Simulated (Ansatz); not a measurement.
# Cl₃H₅InNSi: basis-set convergence

Aim: see how fast density functionals converge with the basis set for Cl₃H₅InNSi.

Program: Ansatz 0.2.0, Gaussian basis. Level of theory: one geometry, several basis sets. These are calculated values, not measurements.

Plan: PBE0-D4/def2-SVP; ωB97M-V/def2-SVP; PBE0-D4/def2-QZVPP; ωB97M-V/def2-QZVPP; the functionals' def2-TZVPP values are taken from earlier runs.

### 1 Structure used throughout

All runs share one geometry, relaxed beforehand with PBE0-D4 in a triple-zeta def2 set. In takes the def2 core potential; no spin-orbit term is included.

11 atoms, charge 0, spin multiplicity 1.

Atoms are counted from 1 here; the program's logs count them from 0.

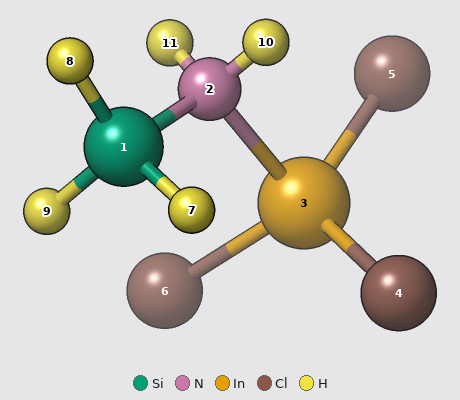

The geometry (silicon teal, nitrogen pink, indium amber, chlorine brown, hydrogen yellow); atoms are numbered from 1 in the order of the file.

### 2 PBE0-D4 in def2-SVP

Input file in.yaml:

```yaml
crystal:
  periodic: [false, false, false]
  atoms:
    - {symbol: Si, position_ang: [-0.215815, -1.476081, 0.811146]}
    - {symbol: N, position_ang: [0.731391, -0.281775, -0.137185]}
    - {symbol: In, position_ang: [-0.322458, 1.682558, -0.706623]}
    - {symbol: Cl, position_ang: [-2.097006, 0.827017, -1.943350]}
    - {symbol: Cl, position_ang: [1.466598, 2.610250, -1.874061]}
    - {symbol: Cl, position_ang: [-0.771796, 2.506069, 1.421927]}
    - {symbol: H, position_ang: [-1.379472, -1.834797, -0.022968]}
    - {symbol: H, position_ang: [0.634764, -2.661076, 1.080561]}
    - {symbol: H, position_ang: [-0.594922, -0.796844, 2.065617]}
    - {symbol: H, position_ang: [1.046277, -0.657561, -1.028577]}
    - {symbol: H, position_ang: [1.567741, 0.025040, 0.354114]}
basis:
  gaussian: {orbitals: def2-SVP}
hamiltonian: {xc: pbe0, dispersion: d4}
output: {orbitals: {seedname: orbitals}}
```

Started as:

```bash
$ ansatz run in.yaml --threads 4 --pin off --events-out ev --progress --plain --max-ram 11315MiB
```

Output:

```text
Functional definition: PBE0
  name "PBE0"
  cite "Adamo & Barone, J. Chem. Phys. 110, 6158 (1999) doi:10.1063/1.478522"
  cite "Perdew, Burke & Ernzerhof, Phys. Rev. Lett. 77, 3865 (1996) doi:10.1103/PhysRevLett.77.3865"
  parent pbe
  parameter a = 0.25
  parameter kappa = 0.804
  parameter beta = 0.06672455060314922
  exchange = (1 - a)*pbe_x(kappa = kappa, mu = beta*pi^2/3) + a*exact_x
  correlation = pbe_c(beta = beta)
1381 factors; integrals over basis functions are off by at most 1.1e-3 eV
mean field evaluation 1: about -52158.8679 eV, gradient 4.6e1 eV
mean field evaluation 2: about -52155.2447 eV, gradient 6.1e1 eV
mean field evaluation 4: about -52163.3603 eV, gradient 2.2e0 eV
mean field evaluation 8: about -52163.4889 eV, gradient 1.8e-1 eV
mean field evaluation 16: about -52163.4890 eV, gradient 2.3e-5 eV
mean field -52163.48895117 eV, -1916.9728612727 hartree, gradient 2.2e-5 eV, S^2 0.000000; 0 other end points of the search recorded, 0 dependent functions left out
reference -52163.48899045 eV, -1916.9728627164 hartree; 49, 49 occupied and 88, 88 virtual orbitals, 1381 factors
Total energy: -52163.82623928 eV, -1916.9852563822 hartree
```

Run time: 2.9 s. Hardware: 4 threads of Arm Neoverse V1, shared host.

### 3 ωB97M-V in def2-SVP

Changes to in.yaml since step 2:

```diff
@@ -16,3 +16,3 @@
   gaussian: {orbitals: def2-SVP}
-hamiltonian: {xc: pbe0, dispersion: d4}
+hamiltonian: {xc: {name: wB97M-V}}
 output: {orbitals: {seedname: orbitals}}
```

Launched as before.

Output, shortened:

```text
Functional definition: wB97M-V
  name "wB97M-V"
  cite "Mardirossian & Head-Gordon, J. Chem. Phys. 144, 214110 (2016) doi:10.1063/1.4952647"
  cite "Becke, J. Chem. Phys. 107, 8554 (1997) doi:10.1063/1.475007"
  cite "Vydrov & Van Voorhis, J. Chem. Phys. 133, 244103 (2010) doi:10.1063/1.3521275"
  # Of w^i u^j: cxij and so on, Table III.
[...]
  gx(w, u) = 1 - cx + cx01*u + cx10*w
  gss(w, u) = css00 + css04*u^4 + css10*w + css20*w^2 + css43*w^4*u^3
  gos(w, u) = cos00 + cos10*w + (cos20 + cos21*u)*w^2 + (cos60 + cos61*u)*w^6
[...]
      + integral(e_c_pw_mod_opposite_spin*gos(b97_w_opposite, b97_u_opposite)) + vv10(b, c)
1381 factors; integrals over basis functions are off by at most 1.1e-3 eV
381 factors; integrals over basis functions are off by at most 4.3e-6 eV
[...]
mean field -52176.57906556 eV, -1917.4539141039 hartree, gradient 2.3e-5 eV, S^2 0.000000; 0 other end points of the search recorded, 0 dependent functions left out
reference -52176.57912896 eV, -1917.4539164339 hartree; 49, 49 occupied and 88, 88 virtual orbitals, 1381 factors
Total energy: -52176.57912896 eV, -1917.4539164339 hartree
```

Run time: 12 s. Hardware: 4 threads of Arm Neoverse V1, shared host.

### 4 PBE0-D4 in def2-QZVPP

Changes to in.yaml since step 3:

```diff
@@ -15,4 +15,4 @@
 basis:
-  gaussian: {orbitals: def2-SVP}
-hamiltonian: {xc: {name: wB97M-V}}
+  gaussian: {orbitals: "def2-QZVPP.json"}
+hamiltonian: {xc: pbe0, dispersion: d4}
 output: {orbitals: {seedname: orbitals}}
```

Same command.

Output:

```text
Functional definition: PBE0
  name "PBE0"
  cite "Adamo & Barone, J. Chem. Phys. 110, 6158 (1999) doi:10.1063/1.478522"
  cite "Perdew, Burke & Ernzerhof, Phys. Rev. Lett. 77, 3865 (1996) doi:10.1103/PhysRevLett.77.3865"
  parent pbe
  parameter a = 0.25
  parameter kappa = 0.804
  parameter beta = 0.06672455060314922
  exchange = (1 - a)*pbe_x(kappa = kappa, mu = beta*pi^2/3) + a*exact_x
  correlation = pbe_c(beta = beta)
2464 factors; their error is unknown
mean field evaluation 1: about -52176.1805 eV, gradient 5.9e1 eV
mean field evaluation 2: about -52169.5861 eV, gradient 7.9e1 eV
mean field evaluation 4: about -52182.6797 eV, gradient 3.9e0 eV
mean field evaluation 8: about -52182.7091 eV, gradient 4.9e-2 eV
mean field evaluation 16: about -52182.7983 eV, gradient 4.0e-5 eV
mean field -52182.79829658 eV, -1917.6824666281 hartree, gradient 4.0e-5 eV, S^2 0.000000; 0 other end points of the search recorded, 0 dependent functions left out
reference -52182.79834322 eV, -1917.6824683424 hartree; 49, 49 occupied and 520, 520 virtual orbitals, 2464 factors
Total energy: -52183.13559205 eV, -1917.6948620082 hartree
```

Run time: 29 s. Hardware: 4 threads of Arm Neoverse V1, shared host; peak memory 3.3 GiB.

### 5 ωB97M-V in def2-QZVPP

Changes to in.yaml since step 4:

```diff
@@ -16,3 +16,3 @@
   gaussian: {orbitals: "def2-QZVPP.json"}
-hamiltonian: {xc: pbe0, dispersion: d4}
+hamiltonian: {xc: {name: wB97M-V}}
 output: {orbitals: {seedname: orbitals}}
```

The command is unchanged.

Output, shortened:

```text
Functional definition: wB97M-V
  name "wB97M-V"
  cite "Mardirossian & Head-Gordon, J. Chem. Phys. 144, 214110 (2016) doi:10.1063/1.4952647"
  cite "Becke, J. Chem. Phys. 107, 8554 (1997) doi:10.1063/1.475007"
  cite "Vydrov & Van Voorhis, J. Chem. Phys. 133, 244103 (2010) doi:10.1063/1.3521275"
  # Of w^i u^j: cxij and so on, Table III.
[...]
  gx(w, u) = 1 - cx + cx01*u + cx10*w
  gss(w, u) = css00 + css04*u^4 + css10*w + css20*w^2 + css43*w^4*u^3
  gos(w, u) = cos00 + cos10*w + (cos20 + cos21*u)*w^2 + (cos60 + cos61*u)*w^6
[...]
      + integral(e_c_pw_mod_opposite_spin*gos(b97_w_opposite, b97_u_opposite)) + vv10(b, c)
2356 factors; their error is unknown
450 factors; integrals over basis functions are off by at most 3.2e-5 eV
[...]
mean field -52195.76739139 eV, -1918.1590720718 hartree, gradient 5.0e-5 eV, S^2 0.000000; 0 other end points of the search recorded, 0 dependent functions left out
reference -52195.76746920 eV, -1918.1590749312 hartree; 49, 49 occupied and 520, 520 virtual orbitals, 2356 factors
Total energy: -52195.76746920 eV, -1918.1590749312 hartree
```

Run time: 57 s. Hardware: 4 threads of Arm Neoverse V1, shared host; peak memory 3.8 GiB.

### 6 Functionals by basis

The def2-TZVPP values come from earlier runs at the same geometry.

| functional | basis | functions | energy (eV) | from the largest (eV) | HOMO (eV) | LUMO (eV) |
| --- | --- | --- | --- | --- | --- | --- |
| PBE0-D4 | def2-SVP | 137 | -52163.8262 | 19.309 | -8.46 | -1.47 |
| PBE0-D4 | def2-TZVPP | 319 | -52181.6299 | 1.506 | -8.71 | -1.72 |
| PBE0-D4 | def2-QZVPP | 569 | -52183.1356 | 0.000 | -8.74 | -1.80 |
| ωB97M-V | def2-SVP | 137 | -52176.5791 | 19.188 | -10.67 | 0.56 |
| ωB97M-V | def2-TZVPP | 319 | -52194.3410 | 1.426 | -11.00 | 0.14 |
| ωB97M-V | def2-QZVPP | 569 | -52195.7675 | 0.000 | -11.05 | -0.06 |

### 7 Outcome

```
                                       quantity           value
PBE0-D4: double and triple zeta above quadruple  19.31, 1.51 eV
ωB97M-V: double and triple zeta above quadruple  19.19, 1.43 eV
```

**Reading.** For PBE0-D4 the step from double to triple zeta gains 17.80 eV and the next only 1.51 eV. These are total energies; as a rule much of such shifts cancels in differences, which this series doesn't test.

For PBE0-D4 the largest set took about 10 times as long as the smallest (29 s against 2.9 s).
